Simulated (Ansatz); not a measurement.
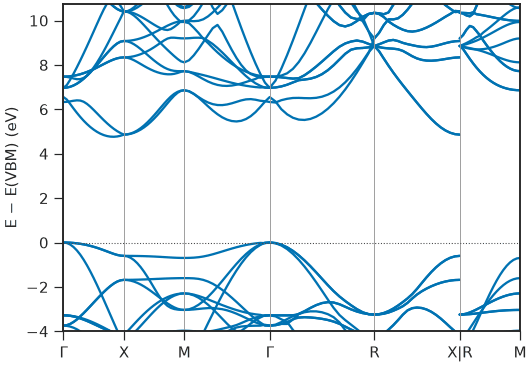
Figure: Band structure from DFT-r²SCAN in the program Ansatz with PAW potentials

### Question
Read off the gap and where the band edges lie.

### Answer
About 4.8 eV (4.76 eV by a search for the band edges); maximum at Γ, minimum on the Γ–X line, 82 % of the way from Γ.

The material is BN in space group Pm-3n (No. 223; B on 6c, N on 6d).

The start of the workflow was typed in or built on a structure type; neither database checked (COD, Materials Project) lists it. It is not the phase usual at ambient conditions (space group No. 186, 194, 216). Symmetry was held in the r²SCAN relaxation; whether a distortion lowers the energy is not shown.

Potentials: the later of the program's two PAW sets.
